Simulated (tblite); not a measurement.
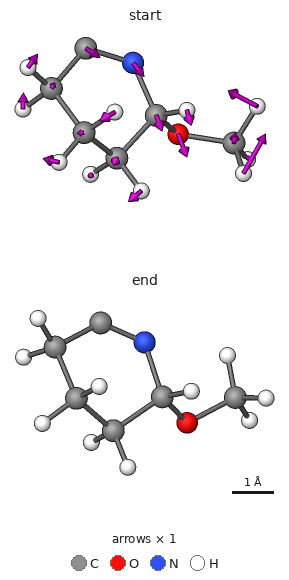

The structure of C6H10NO (multiplicity 2) before (top) and after (bottom) a relaxation, at one scale. The purple arrows give the displacements, at their true length.

Style: ball-and-stick. Shown at a tilt.

The calculation used tblite, GFN2-xTB geometry optimisation, gas phase. 

### What changed between the two?

The largest move after the best rigid fit is that of an H atom, 1.16 Å. Largest moves by element: H 1.16 Å, O 0.70 Å, C 0.48 Å, N 0.46 Å. Near-neighbour distances that change, for instance: C–N 1.279 → 1.222 Å, C–N 1.432 → 1.463 Å, C–C 1.503 → 1.535 Å, C–H 1.127 → 1.097 Å. Among the angles between lasting bonds that change: C–C–N 118.4° → 129.8°, C–C–H 114.4° → 107.3°, C–C–C 104.3° → 110.7°. Groups turn about C–O by about 55°. After 95 geometry steps the energy has fallen by 0.772 eV. Cost: 0.8 s on 1 thread of Intel(R) Xeon(R) Processor @ 2.70GHz, on a shared host.
